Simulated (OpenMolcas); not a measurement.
**Excited-state calculation of O$_{3}$ (part 2 of 4)**

The same run, continued: O$_{3}$, SMILES O=[O+][O-]; CASSCF/ANO-XS-VDZP, DKH2 (OpenMolcas 26.06). The geometry comes from this level: PBE0-D4/def2-TZVP.

Geometry of the input (Å):
```
O  0.8487  -0.5359  0.4095
O  -0.2289  -0.3176  -0.1594
O  -0.6198  0.8535  -0.2501
```

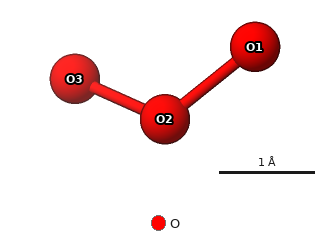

Figure 1. The structure as given in the input (ball-and-stick view, seen at a tilt; atoms are numbered from 1 in the order of the input).

## What the program printed, continued
```
                   O1       O2       O3
      Nuclear      8.0000   8.0000   8.0000
      Electronic  -8.0080  -7.9389  -8.0531

      Total       -0.0080   0.0611  -0.0531
--

      Natural Bond Order analysis for root number:  1

++    Natural Bond Order analysis
      ---------------------------
      Based on LoProp computed density
      -------------------------------------------------------------------------------------
      Atom A       Atom B       Bond Order
      -------------------------------------------------------------------------------------
      NBO located      0.998 non-bonded electrons on atom O1
      NBO located      0.960 non-bonded electrons on atom O1
      NBO located      0.998 non-bonded electrons on atom O2
      NBO located      0.998 non-bonded electrons on atom O3
      The remaining    8.098 electrons are to be considered as diffuse
--

--

      Von Neumann Entropy (Root   2) =  0.64352

      Mulliken population analysis for root number:  2
      -----------------------------------------------

++    Molecular charges:
      ------------------

      Mulliken charges per centre
      ---------------------------

                O1      O2      O3
      Total    8.3599  7.7314  7.9087

      N-E     -0.3599  0.2686  0.0913

      Total electronic charge=   24.000000

      Total            charge=   -0.000000
--

      Expectation values of various properties for root number:  2
      -----------------------------------------------------------

++    Molecular properties:
      ---------------------

      Charge (e):
                      =   -0.0000
      Dipole Moment (debye):
      Origin of the operator (angstrom)=   -0.0000   -0.0000    0.0000
                   X= -1.9469E+00               Y=  1.0091E+00               Z= -9.6272E-01           Total=  2.3949E+00
      Quadrupole Moment (debye*angstrom):
      Origin of the operator (angstrom)=   -0.0000   -0.0000    0.0000
                  XX= -1.8937E+01              XY=  9.4505E-01              XZ= -1.7464E+00              YY= -1.7994E+01
                  YZ=  2.6312E-01              ZZ= -1.6508E+01
      In traceless form (debye*angstrom)
                  XX= -1.6866E+00              XY=  1.4176E+00              XZ= -2.6197E+00              YY= -2.7108E-01
                  YZ=  3.9468E-01              ZZ=  1.9577E+00
--

      LoProp population analysis for root number:  2
      -----------------------------------------------

++    LoProp analysis:
      ----------------

++    Static properties:
      ------------------

      LoProp Charges per center

                   O1       O2       O3
      Nuclear      8.0000   8.0000   8.0000
      Electronic  -8.4044  -7.6626  -7.9330

      Total       -0.4044   0.3374   0.0670
--

      Natural Bond Order analysis for root number:  2

++    Natural Bond Order analysis
      ---------------------------
      Based on LoProp computed density
      -------------------------------------------------------------------------------------
      Atom A       Atom B       Bond Order
      -------------------------------------------------------------------------------------
      NBO located      0.998 non-bonded electrons on atom O1
      NBO located      0.982 non-bonded electrons on atom O1
      NBO located      0.929 non-bonded electrons on atom O1
      NBO located      0.998 non-bonded electrons on atom O2
      NBO located      0.998 non-bonded electrons on atom O3
      The remaining    6.990 electrons are to be considered as diffuse
--

--

      Von Neumann Entropy (Root   3) =  0.78941

      Mulliken population analysis for root number:  3
      -----------------------------------------------

++    Molecular charges:
      ------------------

      Mulliken charges per centre
      ---------------------------

                O1      O2      O3
      Total    7.6746  7.7135  8.6119

      N-E      0.3254  0.2865 -0.6119

      Total electronic charge=   24.000000

      Total            charge=   -0.000000
--

      Expectation values of various properties for root number:  3
      -----------------------------------------------------------

++    Molecular properties:
      ---------------------

      Charge (e):
                      =   -0.0000
      Dipole Moment (debye):
      Origin of the operator (angstrom)=   -0.0000   -0.0000    0.0000
                   X=  2.9203E+00               Y= -3.6651E+00               Z=  1.2161E+00           Total=  4.8415E+00
      Quadrupole Moment (debye*angstrom):
      Origin of the operator (angstrom)=   -0.0000   -0.0000    0.0000
                  XX= -1.7396E+01              XY=  1.4106E+00              XZ= -8.9111E-01              YY= -2.0213E+01
                  YZ=  2.7597E-01              ZZ= -1.5962E+01
      In traceless form (debye*angstrom)
                  XX=  6.9147E-01              XY=  2.1159E+00              XZ= -1.3367E+00              YY= -3.5334E+00
                  YZ=  4.1395E-01              ZZ=  2.8419E+00
--

      LoProp population analysis for root number:  3
      -----------------------------------------------

++    LoProp analysis:
      ----------------

++    Static properties:
      ------------------

      LoProp Charges per center

                   O1       O2       O3
      Nuclear      8.0000   8.0000   8.0000
      Electronic  -7.7316  -7.6396  -8.6288

      Total        0.2684   0.3604  -0.6288
--

      Natural Bond Order analysis for root number:  3

++    Natural Bond Order analysis
      ---------------------------
      Based on LoProp computed density
      -------------------------------------------------------------------------------------
      Atom A       Atom B       Bond Order
      -------------------------------------------------------------------------------------
      NBO located      0.998 non-bonded electrons on atom O1
      NBO located      0.958 non-bonded electrons on atom O1
      NBO located      0.998 non-bonded electrons on atom O2
      NBO located      0.998 non-bonded electrons on atom O3
      NBO located      0.987 non-bonded electrons on atom O3
      The remaining    6.917 electrons are to be considered as diffuse
--

--

      Von Neumann Entropy (Root   4) =  0.53099

      Mulliken population analysis for root number:  4
      -----------------------------------------------

++    Molecular charges:
      ------------------

      Mulliken charges per centre
      ---------------------------

                O1      O2      O3
      Total    8.6365  8.1900  7.1736

      N-E     -0.6365 -0.1900  0.8264

      Total electronic charge=   24.000000

      Total            charge=   -0.000000
--

      Expectation values of various properties for root number:  4
      -----------------------------------------------------------

++    Molecular properties:
      ---------------------

      Charge (e):
                      =   -0.0000
      Dipole Moment (debye):
      Origin of the operator (angstrom)=   -0.0000   -0.0000    0.0000
                   X= -4.7588E+00               Y=  5.4342E+00               Z= -2.0388E+00           Total=  7.5056E+00
      Quadrupole Moment (debye*angstrom):
      Origin of the operator (angstrom)=   -0.0000   -0.0000    0.0000
                  XX= -1.8516E+01              XY= -2.1588E-01              XZ= -1.8329E+00              YY= -1.6583E+01
                  YZ= -2.6278E-01              ZZ= -1.6257E+01
      In traceless form (debye*angstrom)
                  XX= -2.0966E+00              XY= -3.2382E-01              XZ= -2.7493E+00              YY=  8.0363E-01
                  YZ= -3.9418E-01              ZZ=  1.2930E+00
--

      LoProp population analysis for root number:  4
      -----------------------------------------------

++    LoProp analysis:
      ----------------

++    Static properties:
      ------------------

      LoProp Charges per center

                   O1       O2       O3
      Nuclear      8.0000   8.0000   8.0000
      Electronic  -8.6891  -8.0902  -7.2207

      Total       -0.6891  -0.0902   0.7793
--

      Natural Bond Order analysis for root number:  4

++    Natural Bond Order analysis
      ---------------------------
      Based on LoProp computed density
      -------------------------------------------------------------------------------------
      Atom A       Atom B       Bond Order
      -------------------------------------------------------------------------------------
      NBO located      0.998 non-bonded electrons on atom O1
      NBO located      1.003 non-bonded electrons on atom O1
      NBO located      0.945 non-bonded electrons on atom O1
      NBO located      0.998 non-bonded electrons on atom O2
      NBO located      0.998 non-bonded electrons on atom O3
      The remaining    6.758 electrons are to be considered as diffuse
--

--

      Average orbitals are written to the RASORB file
      Natural orbitals for root   1 are written to the RASORB.1 file
      Natural orbitals for root   2 are written to the RASORB.2 file
      Natural orbitals for root   3 are written to the RASORB.3 file
      Natural orbitals for root   4 are written to the RASORB.4 file
      Spin density orbitals for root   1 are written to the SPDORB.1 file
      Spin density orbitals for root   2 are written to the SPDORB.2 file
      Spin density orbitals for root   3 are written to the SPDORB.3 file
      Spin density orbitals for root   4 are written to the SPDORB.4 file

--- Stop Module: rasscf /rc=_RC_ALL_IS_WELL_ ---
           step2.RasOrb.2 step2.RasOrb.3 step2.RasOrb.4 step2.rasscf.h5 step2.SpdOrb.1 step2.SpdOrb.2 step2.SpdOrb.3 step2.SpdOrb.4 xmldump
--- Module rasscf spent 2 seconds ---

>>> COPY step2.RunFile RUNFIL1

>>> COPY step2.RasOrb INPORB

--- Start Module: gateway ---

                                              &GATEWAY

                       available to each process: 1.9 GB of memory, 1 thread

++    Symmetry information:
      ---------------------

                    Character Table for C1

                             E
                    a        1  x, y, xy, Rz, z, xz, Ry, yz, Rx, I
--

++    Basis set information:
      ----------------------

      Basis set label: O.ANO-XS...3S2P1D.

      Electronic valence basis set:
      ------------------
      Associated Effective Charge   8.000000 au
      Associated Actual Charge      8.000000 au
      Nuclear Model: Finite nucleus - Gaussian distribution
        Gaussian exponent, Xi/bohr**(-2):  5.86314E+08

      Shell  nPrim  nBasis  Cartesian Spherical Contaminant
         s       8       3        X
         p       4       2        X
         d       1       1                 X
--

++    Molecular structure info:
      -------------------------

                    ************************************************
                    **** Cartesian Coordinates / bohr, angstrom ****
                    ************************************************

     Center  Label                x              y              z                     x              y              z
        1      O1               1.603811      -1.012704       0.773843              0.848700      -0.535900       0.409500
        2      O2              -0.432558      -0.600177      -0.301222             -0.228900      -0.317600      -0.159400
        3      O3              -1.171252       1.612881      -0.472621             -0.619800       0.853500      -0.250100

                    ***************************************
                    *    InterNuclear Distances / bohr    *
                    ***************************************

               1 O1            2 O2            3 O3
    1 O1       0.000000
    2 O2       2.339389        0.000000
    3 O3       4.018500        2.339374        0.000000

                    *******************************************
                    *    InterNuclear Distances / angstrom    *
                    *******************************************

               1 O1            2 O2            3 O3
    1 O1       0.000000
    2 O2       1.237951        0.000000
    3 O3       2.126499        1.237944        0.000000

                    **************************************
                    *    Valence Bond Angles / degree    *
                    **************************************
                          Atom centers                 Phi
                      1 O1       2 O2       3 O3       118.38
--

            Nuclear Potential Energy             70.64164831 au

--- Stop Module: gateway /rc=_RC_ALL_IS_WELL_ ---

--- Start Module: seward ---

                                              &SEWARD

                       available to each process: 1.9 GB of memory, 1 thread

               SEWARD will generate:
                  Multipole Moment integrals up to order  2
                  Kinetic Energy integrals
                  Nuclear Attraction integrals (finite nuclei - Gaussian type)
                  One-Electron Hamiltonian integrals
                  Velocity integrals
                  Relativistic Douglas-Kroll-Hess integrals:
                    - Parametrization         : EXP
                    - DKH order of Hamiltonian: 2
                    - DKH order of Properties : 0
                         - multipole moment operators
                         - electric potential operators
                         - contact operators
                  Orbital angular momentum around ( -0.0000  -0.0000   0.0000 )
                  Velocity quadrupole around ( -0.0000  -0.0000   0.0000 )
                  Two-Electron Repulsion integrals

                   Integrals are discarded if absolute value <: 1.00E-14
                   Integral cutoff threshold is set to       <: 1.00E-16

            Nuclear Potential Energy             70.64164831 au

      Basis set specifications :
      Symmetry species         a
      Basis functions           42

--- Stop Module: seward /rc=_RC_ALL_IS_WELL_ ---

>>> COPY step2.RunFile RUNFIL2

--- Start Module: expbas ---

                                              &EXPBAS

                       available to each process: 1.9 GB of memory, 1 thread

 Header on input orbitals file:
* RASSCF average (pseudo-natural) orbitals

 Information from input runfile
           Number of symmetries    1
      Number of basis functions   15

 Information from expanded basis set runfile
           Number of symmetries    1
      Number of basis functions   42
 New orbitals have been built in file EXPORB
--- Stop Module: expbas /rc=_RC_ALL_IS_WELL_ ---

--- Start Module: rasscf ---

                                              &RASSCF

                       available to each process: 1.9 GB of memory, 1 thread

      Header of the ONEINT file:
      --------------------------

      OrdInt status: non-squared

      Cartesian coordinates in angstrom:
      -----------------------------------------------------
      No.  Label        X            Y            Z
      -----------------------------------------------------
       1   O1         0.84870000  -0.53590000   0.40950000
       2   O2        -0.22890000  -0.31760000  -0.15940000
       3   O3        -0.61980000   0.85350000  -0.25010000
      -----------------------------------------------------
      Nuclear repulsion energy =   70.64164831

++    Wave function specifications:
      -----------------------------

      Number of closed shell electrons          20
      Number of electrons in active shells       4
      Max number of holes in RAS1 space          0
      Max nr of electrons in RAS3 space          0
      Number of inactive orbitals               10
      Number of active orbitals                  3
      Number of secondary orbitals              29
      Spin quantum number                      0.0
      State symmetry                             1
--

++    Orbital specifications:
      -----------------------

      Symmetry species                           1
                                                 a
      Frozen orbitals                            0
      Inactive orbitals                         10
      Active orbitals                            3
      RAS1 orbitals                              0
      RAS2 orbitals                              3
      RAS3 orbitals                              0
      Secondary orbitals                        29
      Deleted orbitals                           0
      Number of basis functions                 42
--

++    CI expansion specifications:
      ----------------------------

      Number of CSFs                             6
      Number of spin combinations                6
      Number of determinants                     9
      Number of root(s) required                 4
      Root chosen for geometry opt.              4
      CI roots used                              1     2     3     4
      weights                                0.250 0.250 0.250 0.250
      highest root included in the CI            4
      max. size of the explicit Hamiltonian      6
--

++    Optimization specifications:
      ----------------------------
```
